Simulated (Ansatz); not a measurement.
The calculation's input:

```
crystal:
  periodic: [false, false, false]
  atoms:
    - { symbol: W, position_ang: [0.03515, -0.162761, -0.583134] }
    - { symbol: H, position_ang: [0.270995, 0.747796, 2.184209] }
    - { symbol: F, position_ang: [1.915414, -0.137594, -0.248521] }
    - { symbol: O, position_ang: [-0.302362, 1.35226, 0.549963] }
    - { symbol: H, position_ang: [-1.253962, 1.618104, 0.549293] }
    - { symbol: F, position_ang: [-1.78644, 0.126737, -1.120088] }
    - { symbol: O, position_ang: [-0.256027, -1.664357, 0.46104] }
    - { symbol: H, position_ang: [0.091906, -1.616552, 1.400514] }
    - { symbol: F, position_ang: [0.452226, -0.099444, -2.407201] }
    - { symbol: Cl, position_ang: [0.580399, -0.164188, 3.136225] }
magnetization:
  spin_polarized: true
  initial_magnetization: 1
basis:
  gaussian: { orbitals: def2-SVP }
hamiltonian:
  xc: pbe
relax:
  f_tol: 0.03
  max_steps: 50
output:
  orbitals: {}
```

Command:

```sh
ansatz run input.yaml --threads 4 --pin off --max-ram 5120MiB --backend cpu --events-out ev --progress --plain --runs-dir out
```

The fields are those of the run's last geometry, not of the input's.

Core potentials replace the inner electrons of W.

The calculation used Ansatz 0.2.0, UKS PBE/def2-SVP.

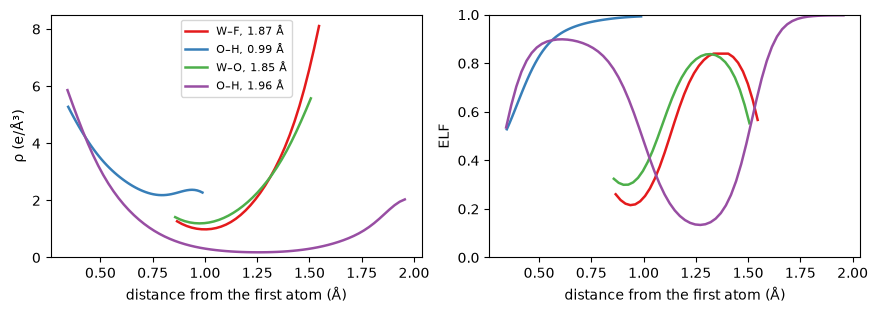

F$_{3}$H$_{2}$O$_{2}$W···HCl (doublet). Electron density and ELF along straight lines between neighbouring atoms. The curves leave out the atomic cores.

> Compare the contacts.

W–F (1.87 Å): ρ at the midpoint is about 1 e/Å³; the ELF peaks at about 0.85 in the valence shell of F, 0.5 Å from its nucleus, and drops to about 0.20 between the two atoms.
O–H (0.99 Å): the density is about 3.5 e/Å³ at the midpoint; the ELF climbs to about 1 towards the hydrogen, as it does in any bond to H (an ordinary covalent bond to hydrogen).
W–O (1.85 Å): the density is about 1.2 e/Å³ at the midpoint; the ELF peaks at about 0.85 in the valence shell of O, 0.5 Å from its nucleus, and drops to about 0.30 between the two atoms.
O4···H2 (1.96 Å): the density falls to about 0.18 e/Å³ on the way; the ELF dips to about 0.15 between them.
